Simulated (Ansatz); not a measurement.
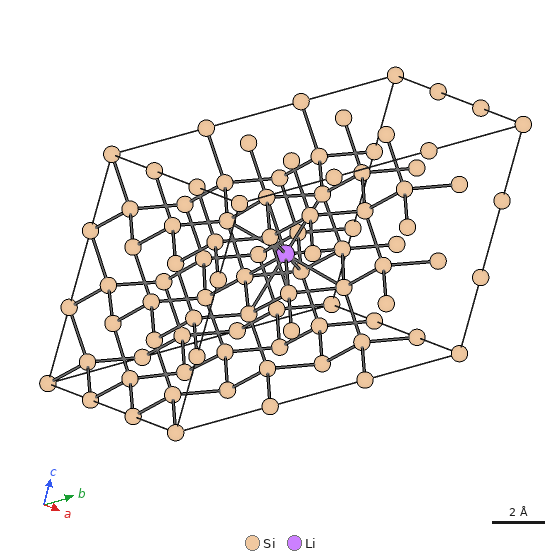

Drawn in the ball-and-stick manner and seen slightly off an axis. Thin lines show the supercell, with boundary atoms drawn in all their periodic places. The host is Si, in a cell of 54 sites, and the cell is neutral.

### Which defect is modelled here, and what are its neighbours?

An interstitial lithium atom. It is bonded to ten Si at about 2.4 to 2.8 Å.

Run with DFT PBE, scalar-relativistic, plane waves, PAW in Ansatz 0.2.0 and these settings: a 420 eV plane-wave basis, a 2×2×2 sampling of the Brillouin zone, Gaussian smearing of 0.01 eV, collinear spins.

### Does the defective cell carry a moment?

No net moment.

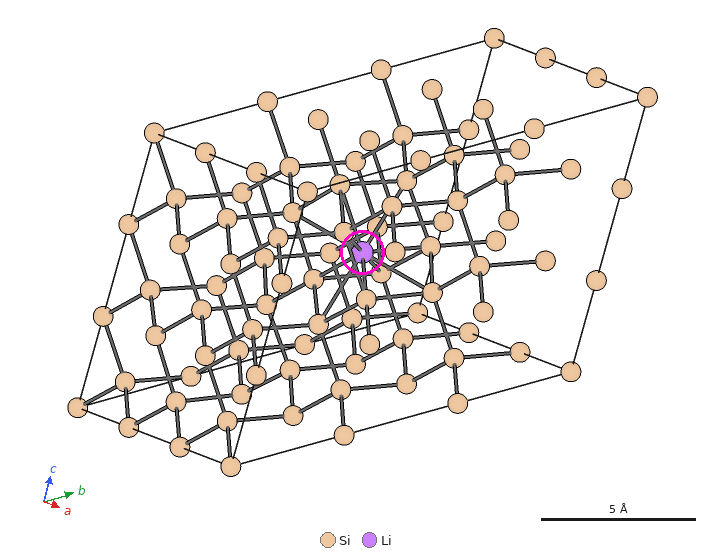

The same cell with a ring at the defect's site.

The atoms were relaxed in the host's cell with DFT PBE, scalar-relativistic, plane waves, PAW (Ansatz 0.2.0).
